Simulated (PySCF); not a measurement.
# C3H9As, SMILES `C[As](C)C`: electronic structure

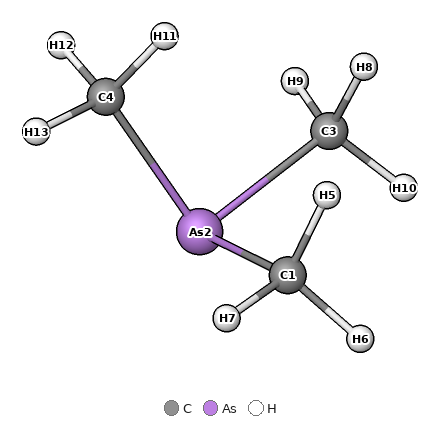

The molecule, with its atoms numbered as below. No frequency check shows the geometry to be a minimum.

Cartesian coordinates (Å):

```
C1       0.6053   -1.5894    0.5226
As2     -0.0005    0.0005   -0.4801
C3       1.0752    1.3171    0.5242
C4      -1.6786    0.2706    0.5248
H5       0.5420   -1.4165    1.5959
H6       1.6369   -1.8260    0.2683
H7      -0.0105   -2.4521    0.2705
H8       0.9604    1.1718    1.5973
H9       0.7630    2.3304    0.2701
H10      2.1289    1.2168    0.2700
H11     -1.4958    0.2391    1.5978
H12     -2.1184    1.2347    0.2725
H13     -2.3996   -0.5047    0.2716
```

## 1. Bonding charge

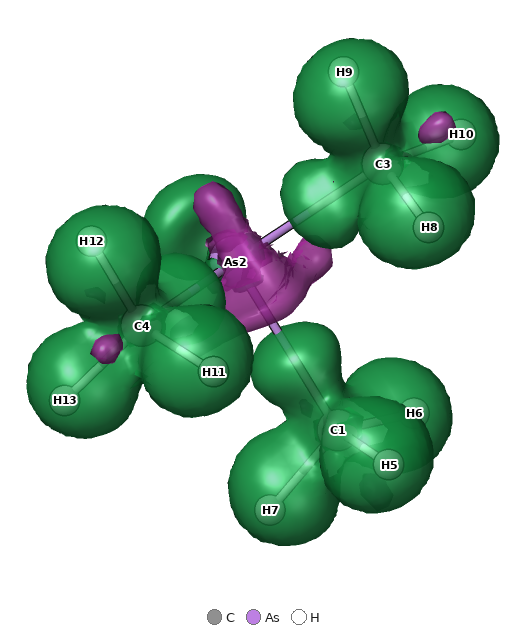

Deformation density (molecule less spherical, spin-averaged free atoms at the same positions), surfaces at ±0.08 e/Å³; green: gain, purple: loss.

Computed with PySCF, PBE/def2-SVPD, geometry: GFN2-xTB.

Question: Describe the bonding that the map shows.

Answer: C1–H6, C3–H10, C4–H13, C4–H12 and 2 more like them: +0.63 e/Å³ at the bond critical point (bond length 1.09 Å). C1–H5, C3–H8 and C4–H11: +0.63 e/Å³ at the bond critical point (bond length 1.09 Å). As2–C4: +0.16 e/Å³ at the bond critical point (bond length 1.97 Å). As2–C3 and C1–As2: +0.16 e/Å³ at the bond critical point (bond length 1.98 Å). In all, 2.5 electrons gather in the regions of gain relative to the promolecule.

Question: Where do the Hirshfeld charges lie?

Answer: The highest Hirshfeld charge is on As2 (+0.18 e), the lowest on C1, C3 and C4 (−0.16 e).

| atom | charge (e) |
| --- | --- |
| C1 | −0.16 |
| As2 | +0.18 |
| C3 | −0.16 |
| C4 | −0.16 |
| H5 | +0.03 |
| H6 | +0.03 |
| H7 | +0.03 |
| H8 | +0.03 |
| H9 | +0.03 |
| H10 | +0.03 |
| H11 | +0.03 |
| H12 | +0.03 |
| H13 | +0.03 |

## 2. Bond critical points

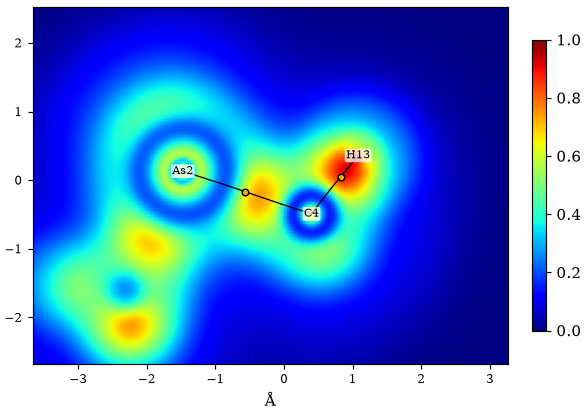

Localised orbital locator (LOL) in the plane of As2, C4 and H13, with bond paths and bond critical points (dots).

Question: What values does LOL take at the bond critical points in this plane?

Answer: C4–H13: about 0.87; As2–C4: about 0.60. Values above 0.5 mark slow, localised electrons, as in shared pairs; low values at a critical point mark a polar or closed-shell contact whose critical point lies between the shells.

Question: Where along C4–H13 does the critical point lie?

Answer: 0.68 Å from C4 and 0.41 Å from H13.

## 3. Electrostatic potential

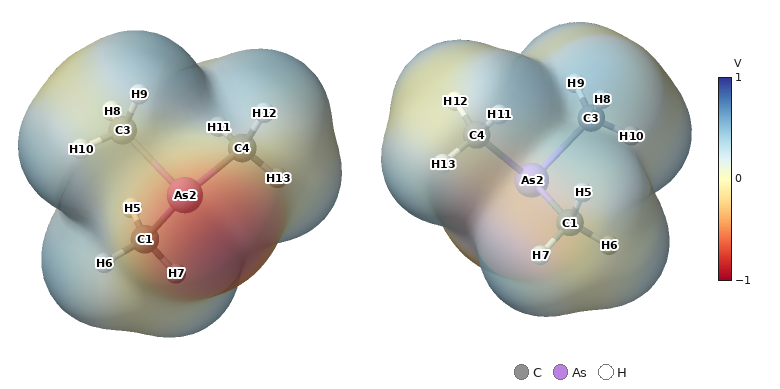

Electrostatic potential on the surface of electron density 0.001 a.u. (back view left, front view right).

Question: Where are the extremes of the potential on the surface?

Answer: Highest: 0.49 V, 1.4 Å from H8, and at like points elsewhere. Lowest: −0.93 V, 2.5 Å from As2. Further minima include −0.04 V, near H5 (1.88 Å), H7 (1.89 Å), H6 (1.89 Å) and C1 (1.97 Å), and at like points elsewhere; 0.07 V, near H5 (1.89 Å), H11 (1.90 Å), H7 (1.99 Å) and H13 (2.00 Å). The surface is sampled at points, so like sites can differ by a few per cent and only the strongest of them is named.

Question: What volume does the surface enclose, and what is the dipole moment?

Answer: About 130 Å³; the dipole moment is 1.0 D.

## 4. In an electric field

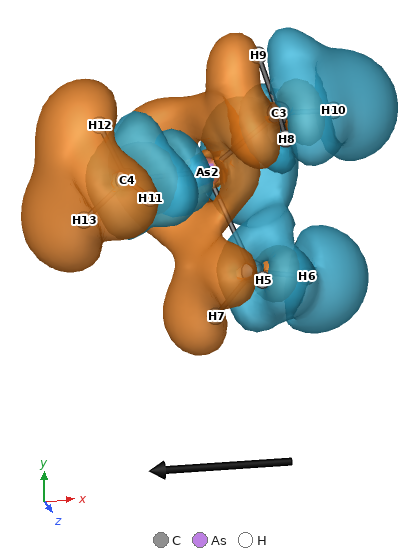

Change of the electron density in a uniform field of 0.41 V/Å along −x (arrow), surfaces at ±0.002 e/Å³ (light blue: gain, orange: loss).

Method: PBE0/def2-SVPD; geometry: GFN2-xTB; program: PySCF.

Question: What dipole is induced, and what polarisability does it imply?

Answer: The induced dipole is 1.52 D (along the field); α along this axis, from the fields in both directions, is 75 bohr³ (11.1 Å³).

Question: Which atoms gain and lose the most charge?

Answer: Electrons gather most on H10 (Hirshfeld charge changes by −0.019 e) and leave H13 most (+0.016 e); 0.134 electrons are displaced in all.

## 5. Removing or adding an electron

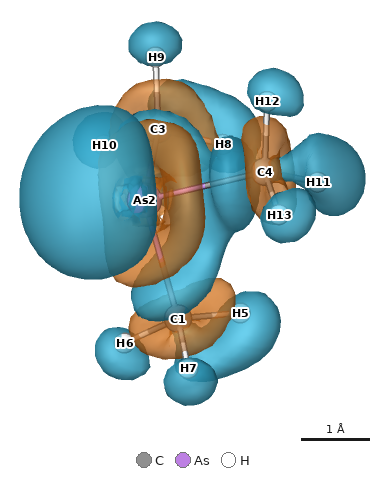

Fukui function f⁻ = ρ(N) − ρ(N−1) at fixed geometry, surfaces at ±0.02 e/Å³ (light blue positive, orange negative).

Level of theory: HF/def2-SVPD (PySCF), at a geometry from GFN2-xTB.

Question: Which atoms respond most to the removal of an electron?

Answer: f⁻ (Hirshfeld-condensed) is largest on As2 (0.44); the vertical ionisation energy is 7.68 eV (the stability of the cation's solution wasn't checked). Condensed values hint at sites of electrophilic attack but needn't mark the atom that reacts. Orbital relaxation makes it negative in places (0.28 e in all).

| atom | f⁻ | charge |
| --- | --- | --- |
| C1 | +0.07 | −0.18 |
| As2 | +0.44 | +0.19 |
| C3 | +0.07 | −0.18 |
| C4 | +0.07 | −0.18 |
| H5 | +0.05 | +0.04 |
| H6 | +0.04 | +0.04 |
| H7 | +0.04 | +0.04 |
| H8 | +0.05 | +0.04 |
| H9 | +0.04 | +0.04 |
| H10 | +0.04 | +0.04 |
| H11 | +0.05 | +0.04 |
| H12 | +0.04 | +0.04 |
| H13 | +0.04 | +0.04 |

## 6. Localised orbitals

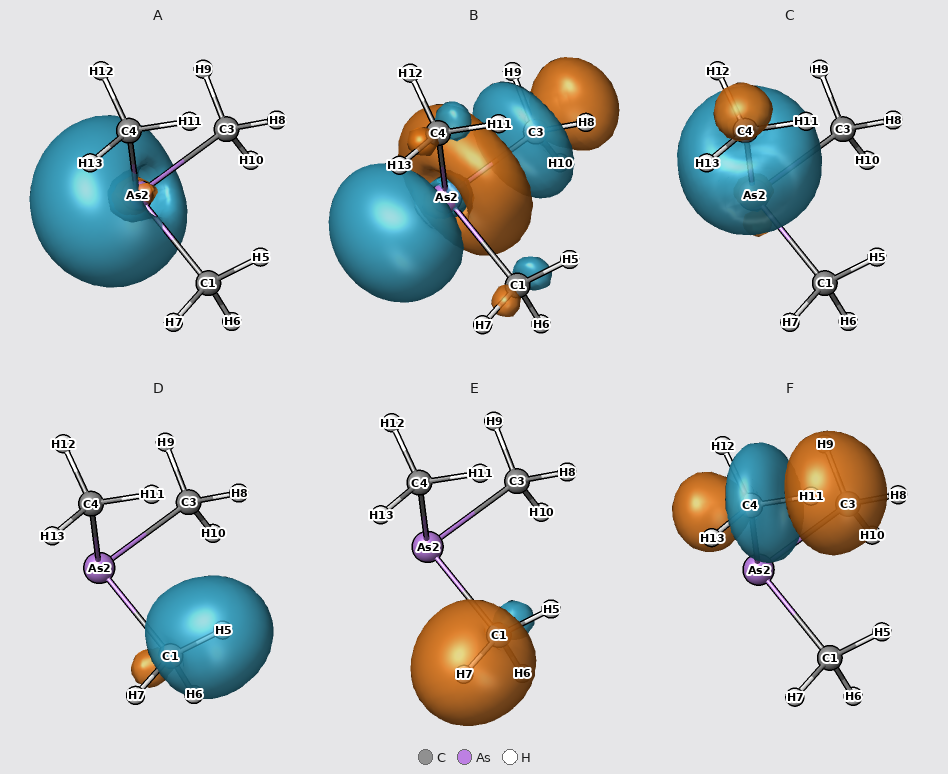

Intrinsic bond orbitals (IBO), occupied and valence-virtual; each surface holds about 85 % of the orbital's density. Energies are diagonal elements of the Fock matrix.

Level of theory: B3LYP/def2-SVP (PySCF), at a geometry from GFN2-xTB.

Question: Name the orbitals, with their atomic make-up and energies.

Answer: By panel:
- A: lone pair on As2 (sp0.6-type) (As2 99 %; −9.8 eV)
- B: σ* orbital As2–C3 (As2 58 %, C3 41 %; 4.0 eV)
- C: σ bond C4–As2 (C4 58 %, As2 41 %; −11.5 eV)
- D: σ bond C1–H5 (C1 57 %, H5 43 %; −13.0 eV)
- E: σ bond C1–H7 (C1 57 %, H7 43 %; −13.0 eV)
- F: σ* orbital H11–C4 (H11 56 %, C4 43 %; 9.5 eV)
